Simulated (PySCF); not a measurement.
In(Me)2(nBu), SMILES CCC[CH2][In]([CH3])[CH3] (C₆H₁₅In) at its GFN2-xTB optimised geometry (Å):

```
22

In    -0.2311     1.6485     0.0000
C      2.0158     1.6485     0.0000
H      2.3884     1.3685    -0.9851
H      2.4016     0.9375     0.7294
H      2.3857     2.6436     0.2433
C     -1.3303     3.6161     0.0000
H     -2.4016     3.4669    -0.1299
H     -0.9586     4.2458    -0.8080
H     -1.1580     4.1319     0.9447
C     -1.3250    -0.3364    -0.0175
C     -0.3277    -1.4829     0.0801
C     -0.9874    -2.8672     0.0881
C     -1.6245    -3.2319    -1.2479
H     -2.0302    -0.3664     0.8180
H     -1.9035    -0.3945    -0.9421
H      0.3756    -1.4326    -0.7594
H      0.2544    -1.3742     1.0031
H     -0.2277    -3.6148     0.3316
H     -1.7472    -2.8987     0.8732
H     -0.8887    -3.1751    -2.0479
H     -2.4450    -2.5598    -1.4866
H     -2.0177    -4.2458    -1.2152
```

Level of theory: B3LYP/def2-SVP, def2 effective core potentials past Kr (PySCF 2.14.0). The core electrons that the potentials of In replace are not part of the density. Cells within 0.4 Å of a nucleus heavier than hydrogen are left out (blank, or x).

Map of the Laplacian of the electron density (e/bohr⁵), clipped to [-1.50, 1.50] on the plane z = 0.0 Å:

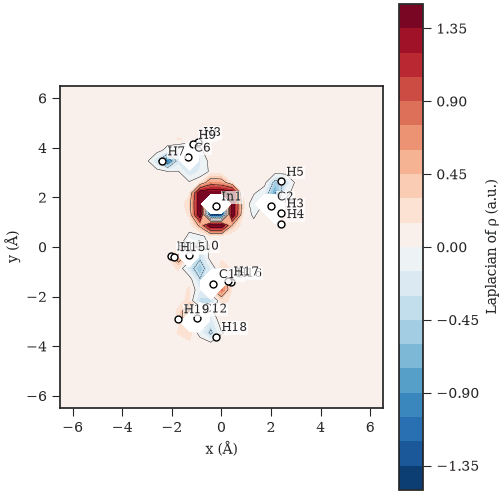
Laplacian of the electron density (e/bohr⁵), clipped to [-1.50, 1.50] on the plane z = 0.0 Å.
